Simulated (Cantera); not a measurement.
A closed system holds: 1 mol Cu2O, 1.2 mol H2, 50 mol N2, held at 1798.15 K.

Cantera equilibrium calculation (NASA polynomials, part measured and part estimated; ideal gas, pure solids and liquids). Candidate condensed phases: Cu, CuO, Cu(OH)2, Cu2O, H2O; 27 gas species. Kinetics and transport are ignored.

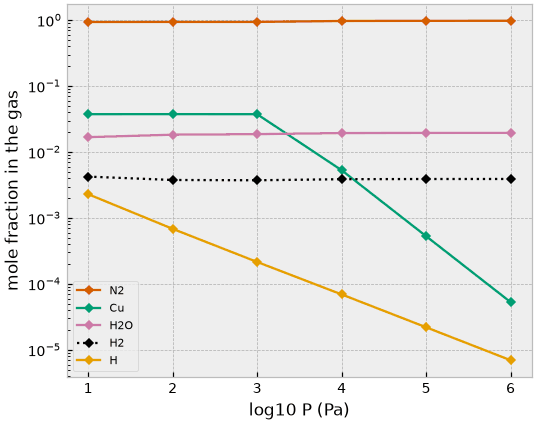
Equilibrium gas composition (values under 1e-9 drawn at 1e-9)

From 10.0 Pa to 10.0 mbar nothing is condensed. From 0.100 bar to 10.0 bar the condensed part is Cu(l). The main Cu-bearing gas is Cu throughout.
